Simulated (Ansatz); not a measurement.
Input

```
crystal:
  periodic: [false, false, false]
  atoms:
    - {symbol: C, position_ang: [-1.029117, 0.502328, 3.236341]}
    - {symbol: Al, position_ang: [-1.560697, 2.218578, 3.453843]}
    - {symbol: B, position_ang: [0.232398, 0.549954, 2.687611]}
    - {symbol: H, position_ang: [1.304044, 0.440319, 2.222643]}
basis:
  gaussian:
    orbitals: def2-TZVPD
output: {forces: true, orbitals: {seedname: orbitals}}
magnetization:
  spin_polarized: true
  initial_magnetization: 1
hamiltonian:
  xc: {name: PBE0}
```

Run with:

```sh
ansatz run input.yaml --threads 2 --pin off --max-ram 4350MiB --events-out events.jsonl --progress --plain --runs-dir runs
```

Geometry: B3LYP-D4/def2-TZVP.

These are results of isolated molecule in a Gaussian basis; Kohn-Sham density functional theory, functional PBE0 in Ansatz, not measurements.

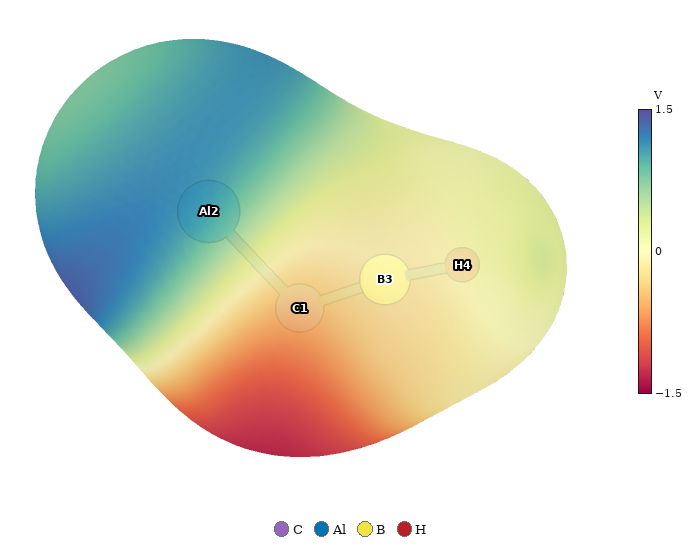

CHAlB (doublet). The molecular electrostatic potential painted on the density surface at 0.001 e/bohr³, seen at a tilt; red is negative and blue positive.

> Which sites attract a positive test charge, and which a negative one?

A positive charge is drawn to the negative regions and a negative charge to the positive ones. The most negative region (about −1.3 V) lies over C1, the most positive (about +1.4 V) over Al2.

> How polar is the molecule by this calculation?

Its dipole moment is 3.11 D.
